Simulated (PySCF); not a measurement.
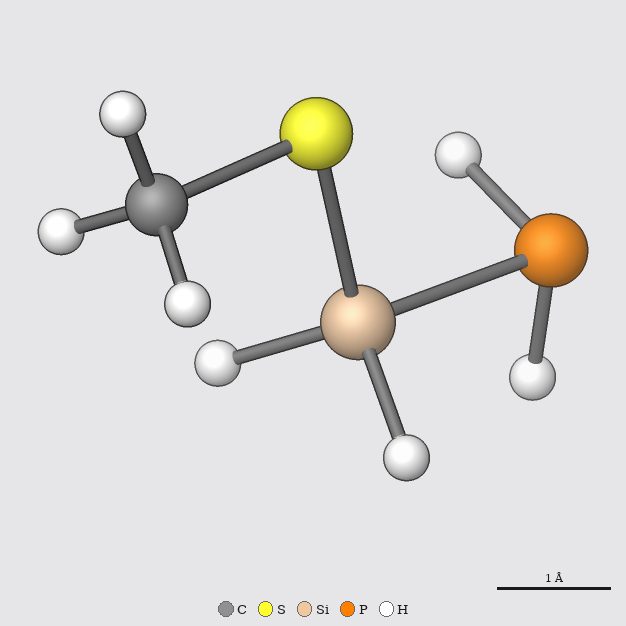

Rendered structure (ball-and-stick style). Every bond is drawn as one stick, whatever its order.

The geometry was computed by an optimisation with PBE0-D3(BJ)/def2-SVP. No frequency run is at hand to confirm it as a minimum.

Question: Count the atoms of each element.

Answer: CH₇PSSi, 11 atoms: 1 carbon, 7 hydrogen, 1 phosphorus, 1 sulfur and 1 silicon.

Question: Does it have rings?

Answer: It has no ring.

Question: How many bonds of each kind are drawn?

Answer: 3 C–H, 2 Si–H, 2 P–H, 1 C–S, 1 S–Si, 1 P–Si.

Question: Write the SMILES.

Answer: CS[SiH2]P

Question: Which point group does it belong to?

Answer: C1.

The parts below concern this one geometry. Atoms keep their numbers from picture to picture.

Shape

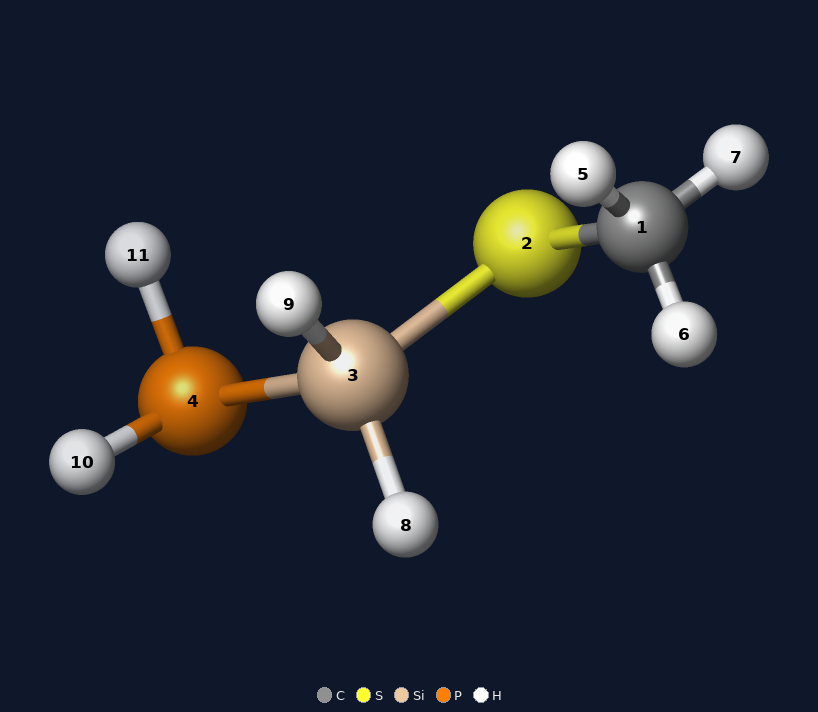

The atoms are numbered. No frequency run is at hand to confirm it as a minimum.

Give the bond lengths.

```csv
bond,length (Å),order
C1–S2,1.822,single
C1–H5,1.099,single
C1–H6,1.099,single
C1–H7,1.098,single
S2–Si3,2.140,single
Si3–P4,2.262,single
Si3–H8,1.497,single
Si3–H9,1.498,single
P4–H10,1.430,single
P4–H11,1.429,single
```

NMR shielding

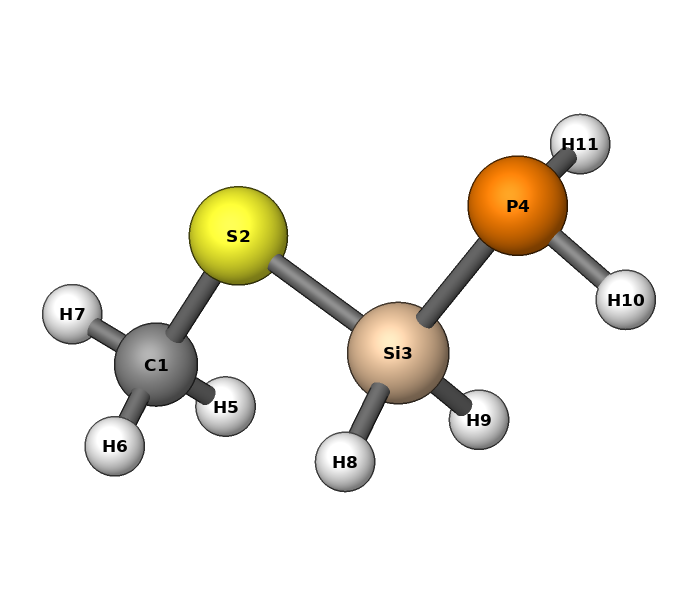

No frequency run is at hand to confirm it as a minimum. Method: GIAO B97-D/pcSseg-2 NMR shielding, non-relativistic, gas phase (PySCF 2.14.0). Principal shieldings σ11 ≤ σ22 ≤ σ33, span Ω = σ33 − σ11, skew κ = 3(σiso − σ22)/Ω.

Give the shielding tensors of the P atoms.

| atom | σ11 | σ22 | σ33 | σiso | Ω | κ |
| --- | --- | --- | --- | --- | --- | --- |
| P4 | 512.4 | 559.8 | 638.0 | 570.0 | 125.6 | 0.25 |

Shieldings and span in ppm.

Electronic properties

No frequency run is at hand to confirm it as a minimum. Method: HF/def2-SVPD, gas phase (PySCF 2.14.0). Excitations: vertical, linear response.

What does the calculation give?

- dipole moment: 2.10 D
- HOMO energy (Kohn–Sham orbital): −9.75 eV
- LUMO energy (Kohn–Sham orbital): 2.36 eV
- HOMO–LUMO gap: 12.11 eV
- mean static polarisability: 86.6 bohr³
- lowest vertical singlet excitation: 6.27 eV
- its oscillator strength: 0.004
- brightest of the 10 lowest singlets: 7.72 eV
- its oscillator strength: 0.28

Quadrupole coupling

No frequency run is at hand to confirm it as a minimum. Electric field gradients from the ground-state density, PBE0/cc-pVTZ (PySCF 2.14.0), non-relativistic apart from any core potentials.

Give the largest field-gradient component, the quadrupole coupling constant and the asymmetry for 33S at S2 (Q = −67.81 mb).

```
atom  V_zz (a.u.)  e²qQ/h (MHz)     η
  S2       −2.133          34.0  0.82
```

Charges

The questions are on Mulliken charges. No frequency run is at hand to confirm it as a minimum. Level of theory: PBE0/IGLO-III, gas phase (PySCF 2.14.0).

Question: Which atom carries the highest charge (most positive or least negative)?

Answer: Si3 (0.73 e).

Question: And the lowest?

Answer: C1 (−0.55 e).

Give the Mulliken charges atom by atom.

| atom | value (e) |
| --- | --- |
| C1 | −0.55 |
| S2 | −0.25 |
| Si3 | 0.73 |
| P4 | −0.05 |
| H5 | 0.17 |
| H6 | 0.17 |
| H7 | 0.16 |
| H8 | −0.15 |
| H9 | −0.16 |
| H10 | −0.04 |
| H11 | −0.03 |

Mulliken values depend strongly on the basis set and can even reverse the polarity of a bond.
